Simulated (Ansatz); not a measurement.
# Molecular dynamics of AgH$_{20}$O$_{10}$F (part 1 of 2)

AgH$_{20}$O$_{10}$F (disordered cell, 32 atoms in the cell), computed with DFT PBE, scalar-relativistic, plane waves, PAW, no spin polarisation (Ansatz 0.2.0).

It belongs to a series of runs on one base structure; here: dynamics from the last frame of the run before. Figures and captions count atoms from 1; the log counts them from 0 in places.

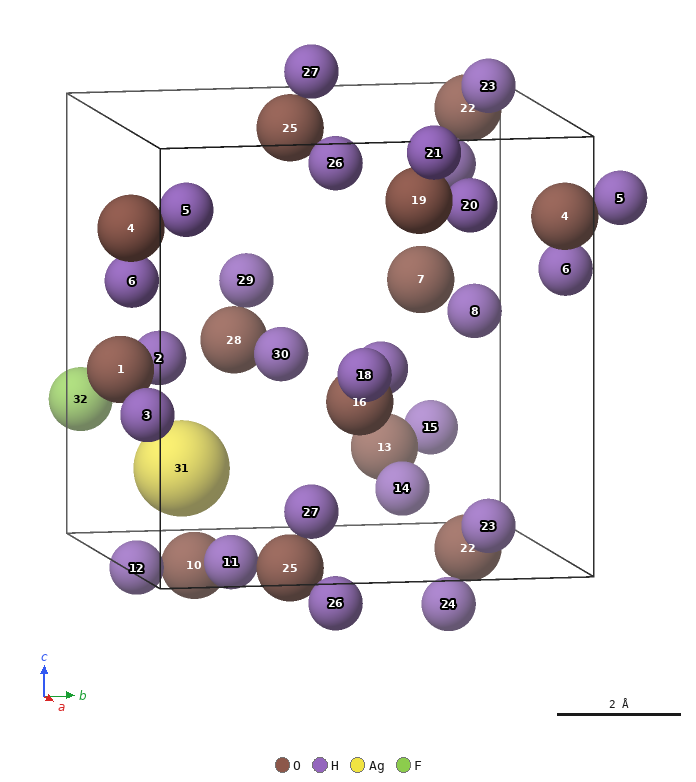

Figure 1. The structure as given in the input (spheres-only view of the cell of the calculation, seen slightly off an axis; atoms are numbered from 1 in the order of the input).

### The input
```yaml
crystal:
  lattice:
    - [7.232976, 0.0, 0.0]
    - [0.0, 7.232976, 0.0]
    - [0.0, 0.0, 7.232976]
  atoms:
    - { symbol: O, position: [0.6447712, -0.01463834, 0.45397798] }
    - { symbol: H, position: [0.56157151, 0.09224314, 0.46677889] }
    - { symbol: H, position: [0.74919972, 0.02487843, 0.36254833] }
    - { symbol: O, position: [0.83183732, -0.03083282, 0.79883474] }
    - { symbol: H, position: [0.84017235, 0.09484356, 0.83848018] }
    - { symbol: H, position: [0.77330077, -0.01641073, 0.67215064] }
    - { symbol: O, position: [0.487548, 0.71133756, 0.61870112] }
    - { symbol: H, position: [0.5603556, 0.81972061, 0.5536382] }
    - { symbol: H, position: [0.35725145, 0.74696792, 0.61196245] }
    - { symbol: O, position: [0.36398405, 0.21629389, -0.03301344] }
    - { symbol: H, position: [0.48951492, 0.27379663, -0.0112754] }
    - { symbol: H, position: [0.38014808, 0.07951778, -0.0321112] }
    - { symbol: O, position: [0.10557953, 0.71008835, 0.19043663] }
    - { symbol: H, position: [0.21054841, 0.72879636, 0.10831404] }
    - { symbol: H, position: [0.03831575, 0.83128267, 0.22293389] }
    - { symbol: O, position: [0.74020232, 0.51636784, 0.37827859] }
    - { symbol: H, position: [0.64614652, 0.5854233, 0.43972429] }
    - { symbol: H, position: [0.84870616, 0.5040485, 0.45302351] }
    - { symbol: O, position: [0.93592666, 0.61085993, 0.85807647] }
    - { symbol: H, position: [0.88945564, 0.73913839, 0.8372747] }
    - { symbol: H, position: [0.99691971, 0.63211192, 0.97358064] }
    - { symbol: O, position: [0.44376479, 0.82986608, 0.00042877] }
    - { symbol: H, position: [0.56202061, 0.85143111, 0.06446562] }
    - { symbol: H, position: [0.47759561, 0.77780517, -0.1216799] }
    - { symbol: O, position: [0.70375295, 0.36363992, 1.00025012] }
    - { symbol: H, position: [0.76956397, 0.4541736, 0.92560611] }
    - { symbol: H, position: [0.72705354, 0.40765546, 1.12978791] }
    - { symbol: O, position: [0.38982105, 0.30205804, 0.48045151] }
    - { symbol: H, position: [0.35768268, 0.33745016, 0.61042719] }
    - { symbol: H, position: [0.50082368, 0.38661203, 0.45969023] }
    - { symbol: Ag, position: [0.12298731, 0.23865293, 0.15632386] }
    - { symbol: F, position: [0.94155454, 0.04509678, 0.29609992] }
basis:
  ecutwfc: 420.0
kpoints:
  mp_grid: { grid: [1, 1, 1] }
hamiltonian:
  xc: pbe
scf:
  occupations: { method: fermi_dirac, width: 0.02 }
  lower_state_search: "off"
md:
  timestep: 0.5
  n_steps: 350
  ensemble: nvt_langevin
  temperature: 250.0
  initial_velocities: maxwell_boltzmann
  seed: 423757
  friction: 0.05
```

Launch command:
```bash
ansatz run input.yaml --threads 1 --pin off --max-ram 3072MiB --backend cpu --events-out ev --progress --plain --runs-dir out
```

### Output
```
Warning: md: disabling space-group detection — thermal motion breaks the input geometry's symmetry, so no spatial operation reduces the k-mesh or symmetrises the density; time reversal is kept, so that k and −k are solved as one point where they differ and the mesh holds both, and exact exchange and, on two spinor components, a DFT+U term hold to it where the run has them: on two components no moment then forms, and a state that bears one, which a typed moment (crystal.atoms[].spin; refused beside efield: under a hybrid functional) reaches, can lie lower, under hf by electronvolts; crystal.symmetry.detect: false (a key that needs symmetry detection or time reversal refuses this as the deck is read) with time_reversal: false beside it drops time reversal too
Engine: ansatz 0.2.0, aarch64-unknown-linux-gnu
Pseudopotentials: kind: paw
Pseudopotential: O, paw, valence charge 6, recommended cutoff 420 eV (normal), O.paw.azcp
Pseudopotential: H, paw, valence charge 1, recommended cutoff 420 eV (normal), H.paw.azcp
Pseudopotential: Ag, paw, valence charge 19, recommended cutoff 420 eV (normal), Ag.paw.azcp
Pseudopotential: F, paw, valence charge 7, recommended cutoff 420 eV (normal), F.paw.azcp
Functional definition: PBE
  parameter kappa = 0.804
  parameter beta = 0.06672455060314922
  exchange = pbe_x(kappa = kappa, mu = beta*pi^2/3)
  correlation = pbe_c(beta = beta)
Crystal: 32 atoms, lattice volume = 378.400 Å³
Basis set: ecut = 420 eV, 7441 PW (Γ), exchange–correlation on 100×100×100 points (8 copies of the dense FFT grid, shifted against one another)
Bands: 85, of which v1, the nominal top of the filled ones, is band 53 counted from 1 (52 counted from 0)
Symmetry: 1 space group operations
k-points: 1
Non-local potential: O, projectors of the file, l = 0: 2, l = 1: 2, l = 2: 1
Non-local potential: H, projectors of the file, l = 0: 2, l = 1: 1
Non-local potential: Ag, projectors of the file, l = 0: 3, l = 1: 2, l = 2: 2, l = 3: 1
Non-local potential: F, projectors of the file, l = 0: 2, l = 1: 2, l = 2: 1
PAW form: soft (Blöchl's): semilocal exchange-correlation on the pseudo side does not see the compensation charge
PAW one-centre angular grid: O, 110 points (default); XC on 64 Gauss nodes
PAW one-centre angular grid: H, 110 points (default); XC on 64 Gauss nodes
PAW one-centre angular grid: Ag, 590 points (default); XC on 64 Gauss nodes
PAW one-centre angular grid: F, 110 points (default); XC on 64 Gauss nodes
Initial density: superposition of atomic densities (neutral atoms: chi_scale 0, normalization atom), corrected by the library's trained network
Initial wavefunctions: pseudopotential atomic-orbital guess
Functional: x = pbe(κ = 0.804, μ = 0.2195149727645171), c = pbe(β = 0.06672455060314922)
SCF iter   1: F=—  HF=-14393.458021 eV  |F-HF|=—  |Δ(HF+E_count)|=         —  Δρ=2.89e-3  dr2=3.05e-2  ethr=1.77e-3  ⟨swp⟩=6.0  Hψ=375  notcnv=0  defer=7
preconditioner: auto → Resta (q_TF=auto, 2.207 Å⁻¹)  ε∞=2.3  [insulator: Δε(μ)=3.342 eV  Ē_g=16.418 eV  σ=0.020 eV  W_gap=1.00  n_scr=80 (ndim 8)  ℏωp=18.9 eV  f_vac=0.323  D(μ)=0.00/eV (n_scr^D=0)  ε∞_Penn≈2.3]
SCF iter   2: F=—  HF=-14393.445859 eV  |F-HF|=—  |Δ(HF+E_count)|=   1.22e-2  Δρ=1.42e-3  dr2=5.37e-3  ethr=2.88e-5  ⟨swp⟩=2.0  Hψ=154  notcnv=0  defer=25
SCF iter   3: F=—  HF=-14393.442610 eV  |F-HF|=—  |Δ(HF+E_count)|=   3.25e-3  Δρ=6.11e-4  dr2=1.47e-3  ethr=5.07e-6  ⟨swp⟩=2.0  Hψ=116  notcnv=0  defer=25
SCF iter   4: F=—  HF=-14393.442049 eV  |F-HF|=—  |Δ(HF+E_count)|=   5.61e-4  Δρ=2.61e-4  dr2=2.15e-4  ethr=1.39e-6  ⟨swp⟩=2.0  Hψ=116  notcnv=0  defer=25
SCF iter   5: F=—  HF=-14393.442055 eV  |F-HF|=—  |Δ(HF+E_count)|=   5.64e-6  Δρ=1.06e-4  dr2=3.86e-5  ethr=2.03e-7  ⟨swp⟩=3.0  Hψ=110  notcnv=0  defer=25
SCF iter   6: F=—  HF=-14393.442147 eV  |F-HF|=—  |Δ(HF+E_count)|=   9.22e-5  Δρ=2.74e-5  dr2=3.01e-6  ethr=3.64e-8  ⟨swp⟩=2.0  Hψ=109  notcnv=0  defer=25
SCF iter   7: F=—  HF=-14393.442116 eV  |F-HF|=—  |Δ(HF+E_count)|=   3.08e-5  Δρ=1.19e-5  dr2=4.17e-7  ethr=2.84e-9  ⟨swp⟩=2.0  Hψ=98  notcnv=0  defer=25
SCF iter   8: F=—  HF=-14393.442116 eV  |F-HF|=—  |Δ(HF+E_count)|=   4.40e-8  Δρ=3.33e-6  dr2=3.90e-8  ethr=3.93e-10  ⟨swp⟩=2.0  Hψ=106  notcnv=0  defer=25
SCF iter   9: F=-14393.442116 eV  HF=-14393.442116 eV  |F-HF|=6.48e-10  |Δ(HF+E_count)|=   1.27e-8  Δρ=8.47e-7  dr2=3.02e-9  ethr=3.02e-11  ⟨swp⟩=4.0  Hψ=233  notcnv=0
SCF 1 converged in 9 iterations: F = -14393.442116 eV  dr2 = 3.02e-9
  greatest PAW one-centre occupation: 1.000 electrons in one spin orbital (limit 2), on the Ag atom at site 30 (counted from 0), in its partial waves of l = 0
md step     0: t =     0.00 fs  T =   242.2 K  F+E_penalty+E_count = -14393.44211622 eV  E_kin = 1.001765 eV  (9 SCF iters)
Initial density: handed on by an earlier stage of this run
Initial wavefunctions: those handed on with the density
iter 1 solved again at ethr=8.65e-6 eV; its pass at ethr=3.10e-3 eV (dr2=9.17e-3 eV) is discarded
SCF iter   1: F=—  HF=-14393.449248 eV  |F-HF|=—  |Δ(HF+E_count)|=         —  Δρ=2.22e-3  dr2=9.14e-3  ethr=8.65e-6  ⟨swp⟩=5.0  Hψ=405  notcnv=0
preconditioner: auto → Resta (q_TF=auto, 2.207 Å⁻¹)  ε∞=2.3  [insulator: Δε(μ)=3.396 eV  Ē_g=16.453 eV  σ=0.020 eV  W_gap=1.00  n_scr=80 (ndim 8)  ℏωp=18.9 eV  f_vac=0.328  D(μ)=0.00/eV (n_scr^D=0)  ε∞_Penn≈2.3]
SCF iter   2: F=—  HF=-14393.447688 eV  |F-HF|=—  |Δ(HF+E_count)|=   1.56e-3  Δρ=9.64e-4  dr2=1.16e-3  ethr=8.62e-6  ⟨swp⟩=2.0  Hψ=164  notcnv=0
SCF iter   3: F=—  HF=-14393.447718 eV  |F-HF|=—  |Δ(HF+E_count)|=   2.98e-5  Δρ=4.36e-4  dr2=2.41e-4  ethr=1.10e-6  ⟨swp⟩=2.0  Hψ=111  notcnv=0
SCF iter   4: F=—  HF=-14393.447765 eV  |F-HF|=—  |Δ(HF+E_count)|=   4.65e-5  Δρ=7.45e-5  dr2=1.54e-5  ethr=2.28e-7  ⟨swp⟩=2.0  Hψ=121  notcnv=0
SCF iter   5: F=—  HF=-14393.447726 eV  |F-HF|=—  |Δ(HF+E_count)|=   3.81e-5  Δρ=4.52e-5  dr2=5.60e-6  ethr=1.45e-8  ⟨swp⟩=2.0  Hψ=134  notcnv=0
SCF iter   6: F=—  HF=-14393.447726 eV  |F-HF|=—  |Δ(HF+E_count)|=   3.47e-7  Δρ=1.10e-5  dr2=4.94e-7  ethr=5.29e-9  ⟨swp⟩=2.0  Hψ=134  notcnv=0
SCF iter   7: F=—  HF=-14393.447726 eV  |F-HF|=—  |Δ(HF+E_count)|=   1.27e-7  Δρ=6.27e-6  dr2=1.23e-7  ethr=4.66e-10  ⟨swp⟩=2.0  Hψ=130  notcnv=0
SCF iter   8: F=-14393.447726 eV  HF=-14393.447726 eV  |F-HF|=8.46e-10  |Δ(HF+E_count)|=  1.73e-10  Δρ=9.82e-7  dr2=3.06e-9  ethr=3.02e-11  ⟨swp⟩=5.0  Hψ=257  notcnv=0
SCF 2 converged in 8 iterations: F = -14393.447726 eV  dr2 = 3.06e-9
md step     1: t =     0.50 fs  T =   239.9 K  F+E_penalty+E_count = -14393.44772615 eV  E_kin = 0.992262 eV  (8 SCF iters)
[... from here on the SCF iterations and repeated set-up lines of each step are left out, up to the last step ...]
md step     2: t =     1.00 fs  T =   227.3 K  F+E_penalty+E_count = -14393.44979072 eV  E_kin = 0.939986 eV  (8 SCF iters)
md step     3: t =     1.50 fs  T =   219.7 K  F+E_penalty+E_count = -14393.45431020 eV  E_kin = 0.908948 eV  (8 SCF iters)
md step     4: t =     2.00 fs  T =   224.8 K  F+E_penalty+E_count = -14393.45942347 eV  E_kin = 0.929935 eV  (8 SCF iters)
md step     5: t =     2.50 fs  T =   218.3 K  F+E_penalty+E_count = -14393.46337324 eV  E_kin = 0.903159 eV  (6 SCF iters)
md step     6: t =     3.00 fs  T =   217.0 K  F+E_penalty+E_count = -14393.46378592 eV  E_kin = 0.897551 eV  (7 SCF iters)
md step     7: t =     3.50 fs  T =   222.0 K  F+E_penalty+E_count = -14393.47141675 eV  E_kin = 0.918060 eV  (7 SCF iters)
md step     8: t =     4.00 fs  T =   239.4 K  F+E_penalty+E_count = -14393.47536777 eV  E_kin = 0.990224 eV  (6 SCF iters)
md step     9: t =     4.50 fs  T =   233.1 K  F+E_penalty+E_count = -14393.46262897 eV  E_kin = 0.964093 eV  (7 SCF iters)
md step    10: t =     5.00 fs  T =   223.1 K  F+E_penalty+E_count = -14393.44344022 eV  E_kin = 0.922895 eV  (8 SCF iters)
md step    11: t =     5.50 fs  T =   221.2 K  F+E_penalty+E_count = -14393.42976383 eV  E_kin = 0.914916 eV  (6 SCF iters)
md step    12: t =     6.00 fs  T =   227.6 K  F+E_penalty+E_count = -14393.41755419 eV  E_kin = 0.941324 eV  (6 SCF iters)
md step    13: t =     6.50 fs  T =   219.5 K  F+E_penalty+E_count = -14393.39568922 eV  E_kin = 0.907885 eV  (6 SCF iters)
md step    14: t =     7.00 fs  T =   220.8 K  F+E_penalty+E_count = -14393.37078943 eV  E_kin = 0.913230 eV  (6 SCF iters)
md step    15: t =     7.50 fs  T =   229.6 K  F+E_penalty+E_count = -14393.34435670 eV  E_kin = 0.949547 eV  (7 SCF iters)
md step    16: t =     8.00 fs  T =   206.5 K  F+E_penalty+E_count = -14393.31171019 eV  E_kin = 0.854111 eV  (6 SCF iters)
md step    17: t =     8.50 fs  T =   201.3 K  F+E_penalty+E_count = -14393.27980884 eV  E_kin = 0.832612 eV  (6 SCF iters)
md step    18: t =     9.00 fs  T =   187.4 K  F+E_penalty+E_count = -14393.24573926 eV  E_kin = 0.775127 eV  (6 SCF iters)
md step    19: t =     9.50 fs  T =   183.3 K  F+E_penalty+E_count = -14393.21151168 eV  E_kin = 0.758246 eV  (7 SCF iters)
md step    20: t =    10.00 fs  T =   177.8 K  F+E_penalty+E_count = -14393.18647522 eV  E_kin = 0.735240 eV  (8 SCF iters)
md step    21: t =    10.50 fs  T =   181.9 K  F+E_penalty+E_count = -14393.18966445 eV  E_kin = 0.752335 eV  (7 SCF iters)
md step    22: t =    11.00 fs  T =   188.8 K  F+E_penalty+E_count = -14393.21770617 eV  E_kin = 0.781021 eV  (7 SCF iters)
md step    23: t =    11.50 fs  T =   193.6 K  F+E_penalty+E_count = -14393.24604502 eV  E_kin = 0.800739 eV  (6 SCF iters)
md step    24: t =    12.00 fs  T =   182.4 K  F+E_penalty+E_count = -14393.26087015 eV  E_kin = 0.754508 eV  (6 SCF iters)
md step    25: t =    12.50 fs  T =   191.9 K  F+E_penalty+E_count = -14393.25845843 eV  E_kin = 0.793697 eV  (6 SCF iters)
md step    26: t =    13.00 fs  T =   197.2 K  F+E_penalty+E_count = -14393.24335413 eV  E_kin = 0.815549 eV  (7 SCF iters)
md step    27: t =    13.50 fs  T =   199.9 K  F+E_penalty+E_count = -14393.22114748 eV  E_kin = 0.827041 eV  (6 SCF iters)
md step    28: t =    14.00 fs  T =   201.7 K  F+E_penalty+E_count = -14393.20171093 eV  E_kin = 0.834399 eV  (6 SCF iters)
md step    29: t =    14.50 fs  T =   206.6 K  F+E_penalty+E_count = -14393.19310721 eV  E_kin = 0.854608 eV  (7 SCF iters)
md step    30: t =    15.00 fs  T =   210.0 K  F+E_penalty+E_count = -14393.20253723 eV  E_kin = 0.868693 eV  (8 SCF iters)
md step    31: t =    15.50 fs  T =   209.4 K  F+E_penalty+E_count = -14393.22233314 eV  E_kin = 0.866350 eV  (6 SCF iters)
md step    32: t =    16.00 fs  T =   222.0 K  F+E_penalty+E_count = -14393.23090803 eV  E_kin = 0.918397 eV  (6 SCF iters)
md step    33: t =    16.50 fs  T =   230.5 K  F+E_penalty+E_count = -14393.22886962 eV  E_kin = 0.953354 eV  (6 SCF iters)
md step    34: t =    17.00 fs  T =   234.3 K  F+E_penalty+E_count = -14393.22512765 eV  E_kin = 0.968947 eV  (6 SCF iters)
md step    35: t =    17.50 fs  T =   255.2 K  F+E_penalty+E_count = -14393.22455101 eV  E_kin = 1.055401 eV  (6 SCF iters)
md step    36: t =    18.00 fs  T =   248.6 K  F+E_penalty+E_count = -14393.23234906 eV  E_kin = 1.028155 eV  (6 SCF iters)
md step    37: t =    18.50 fs  T =   245.3 K  F+E_penalty+E_count = -14393.24686166 eV  E_kin = 1.014551 eV  (6 SCF iters)
md step    38: t =    19.00 fs  T =   236.3 K  F+E_penalty+E_count = -14393.25836352 eV  E_kin = 0.977446 eV  (6 SCF iters)
md step    39: t =    19.50 fs  T =   230.7 K  F+E_penalty+E_count = -14393.25977832 eV  E_kin = 0.954107 eV  (7 SCF iters)
md step    40: t =    20.00 fs  T =   241.8 K  F+E_penalty+E_count = -14393.25091613 eV  E_kin = 1.000355 eV  (8 SCF iters)
md step    41: t =    20.50 fs  T =   222.3 K  F+E_penalty+E_count = -14393.24117452 eV  E_kin = 0.919425 eV  (6 SCF iters)
md step    42: t =    21.00 fs  T =   234.4 K  F+E_penalty+E_count = -14393.25061960 eV  E_kin = 0.969706 eV  (6 SCF iters)
md step    43: t =    21.50 fs  T =   237.8 K  F+E_penalty+E_count = -14393.27443195 eV  E_kin = 0.983452 eV  (7 SCF iters)
md step    44: t =    22.00 fs  T =   241.3 K  F+E_penalty+E_count = -14393.29377150 eV  E_kin = 0.998152 eV  (6 SCF iters)
md step    45: t =    22.50 fs  T =   238.9 K  F+E_penalty+E_count = -14393.29872667 eV  E_kin = 0.988318 eV  (6 SCF iters)
md step    46: t =    23.00 fs  T =   248.1 K  F+E_penalty+E_count = -14393.28972785 eV  E_kin = 1.026357 eV  (7 SCF iters)
md step    47: t =    23.50 fs  T =   219.7 K  F+E_penalty+E_count = -14393.27133734 eV  E_kin = 0.908887 eV  (6 SCF iters)
md step    48: t =    24.00 fs  T =   226.7 K  F+E_penalty+E_count = -14393.25889659 eV  E_kin = 0.937811 eV  (6 SCF iters)
md step    49: t =    24.50 fs  T =   227.8 K  F+E_penalty+E_count = -14393.25847444 eV  E_kin = 0.942371 eV  (7 SCF iters)
md step    50: t =    25.00 fs  T =   222.0 K  F+E_penalty+E_count = -14393.26384047 eV  E_kin = 0.918138 eV  (8 SCF iters)
md step    51: t =    25.50 fs  T =   210.8 K  F+E_penalty+E_count = -14393.27115712 eV  E_kin = 0.871945 eV  (6 SCF iters)
md step    52: t =    26.00 fs  T =   215.9 K  F+E_penalty+E_count = -14393.29087419 eV  E_kin = 0.893005 eV  (7 SCF iters)
md step    53: t =    26.50 fs  T =   211.7 K  F+E_penalty+E_count = -14393.32644942 eV  E_kin = 0.875531 eV  (6 SCF iters)
md step    54: t =    27.00 fs  T =   202.0 K  F+E_penalty+E_count = -14393.36520960 eV  E_kin = 0.835552 eV  (6 SCF iters)
md step    55: t =    27.50 fs  T =   194.1 K  F+E_penalty+E_count = -14393.38840264 eV  E_kin = 0.802804 eV  (6 SCF iters)
md step    56: t =    28.00 fs  T =   184.6 K  F+E_penalty+E_count = -14393.38542162 eV  E_kin = 0.763738 eV  (6 SCF iters)
md step    57: t =    28.50 fs  T =   187.3 K  F+E_penalty+E_count = -14393.35271276 eV  E_kin = 0.774850 eV  (7 SCF iters)
md step    58: t =    29.00 fs  T =   180.6 K  F+E_penalty+E_count = -14393.31628536 eV  E_kin = 0.747111 eV  (6 SCF iters)
md step    59: t =    29.50 fs  T =   185.9 K  F+E_penalty+E_count = -14393.31342119 eV  E_kin = 0.768754 eV  (6 SCF iters)
md step    60: t =    30.00 fs  T =   197.1 K  F+E_penalty+E_count = -14393.34880190 eV  E_kin = 0.815441 eV  (8 SCF iters)
md step    61: t =    30.50 fs  T =   205.2 K  F+E_penalty+E_count = -14393.39598951 eV  E_kin = 0.848843 eV  (6 SCF iters)
md step    62: t =    31.00 fs  T =   218.5 K  F+E_penalty+E_count = -14393.42937663 eV  E_kin = 0.903944 eV  (7 SCF iters)
md step    63: t =    31.50 fs  T =   241.8 K  F+E_penalty+E_count = -14393.43448449 eV  E_kin = 1.000131 eV  (7 SCF iters)
md step    64: t =    32.00 fs  T =   229.3 K  F+E_penalty+E_count = -14393.40752537 eV  E_kin = 0.948330 eV  (6 SCF iters)
md step    65: t =    32.50 fs  T =   233.4 K  F+E_penalty+E_count = -14393.35343975 eV  E_kin = 0.965365 eV  (6 SCF iters)
md step    66: t =    33.00 fs  T =   224.1 K  F+E_penalty+E_count = -14393.28961496 eV  E_kin = 0.927100 eV  (6 SCF iters)
md step    67: t =    33.50 fs  T =   199.9 K  F+E_penalty+E_count = -14393.25133953 eV  E_kin = 0.826760 eV  (6 SCF iters)
md step    68: t =    34.00 fs  T =   184.9 K  F+E_penalty+E_count = -14393.25149281 eV  E_kin = 0.764749 eV  (7 SCF iters)
md step    69: t =    34.50 fs  T =   194.3 K  F+E_penalty+E_count = -14393.29492809 eV  E_kin = 0.803806 eV  (6 SCF iters)
md step    70: t =    35.00 fs  T =   217.8 K  F+E_penalty+E_count = -14393.37355475 eV  E_kin = 0.900753 eV  (8 SCF iters)
md step    71: t =    35.50 fs  T =   245.5 K  F+E_penalty+E_count = -14393.46203348 eV  E_kin = 1.015521 eV  (6 SCF iters)
md step    72: t =    36.00 fs  T =   265.7 K  F+E_penalty+E_count = -14393.53680755 eV  E_kin = 1.098868 eV  (6 SCF iters)
md step    73: t =    36.50 fs  T =   275.2 K  F+E_penalty+E_count = -14393.56798694 eV  E_kin = 1.138255 eV  (6 SCF iters)
md step    74: t =    37.00 fs  T =   265.0 K  F+E_penalty+E_count = -14393.54717485 eV  E_kin = 1.096320 eV  (6 SCF iters)
md step    75: t =    37.50 fs  T =   264.8 K  F+E_penalty+E_count = -14393.49198971 eV  E_kin = 1.095186 eV  (7 SCF iters)
md step    76: t =    38.00 fs  T =   255.5 K  F+E_penalty+E_count = -14393.42488847 eV  E_kin = 1.056888 eV  (6 SCF iters)
md step    77: t =    38.50 fs  T =   253.5 K  F+E_penalty+E_count = -14393.37626385 eV  E_kin = 1.048625 eV  (6 SCF iters)
automatic band count: iteration 1 solves 61 bands in place of 85: the levels show a gap, and the empty bands left out lie too high to hold charge; the band table lists the bands solved (type scf.n_extra_bands for more)
preconditioner: auto → Resta (q_TF=auto, 2.207 Å⁻¹)  ε∞=3.0  [insulator: Δε(μ)=3.467 eV  Ē_g=13.342 eV  σ=0.020 eV  W_gap=1.00  n_scr=80 (ndim 8)  ℏωp=18.9 eV  f_vac=0.324  D(μ)=0.00/eV (n_scr^D=0)  ε∞_Penn≈3.0]
md
[...]
SCF 351 converged in 8 iterations: F = -14393.574388 eV  dr2 = 7.49e-9
md step   350: t =   175.00 fs  T =   267.3 K  F+E_penalty+E_count = -14393.57438795 eV  E_kin = 1.105484 eV  (8 SCF iters)
```

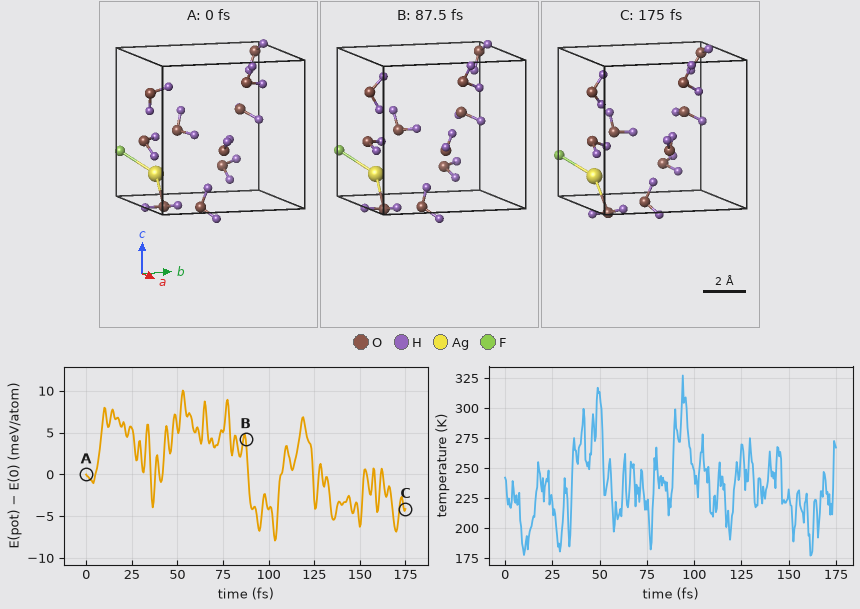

Figure 2. Frames of the molecular dynamics (ball-and-stick, simulation cell, seen slightly off an axis) above the curves, on which the letters mark them. The trajectory kept here has 351 frames over 175 fs. The temperature starts at 242 K, ranges from 177 to 327 K and averages 238 K over the second half. The potential energy ends 4.1 meV/atom below its first value. With the common drift removed, the root-mean-square displacement is 0.42 Å, and H30 has moved furthest (1.10 Å).
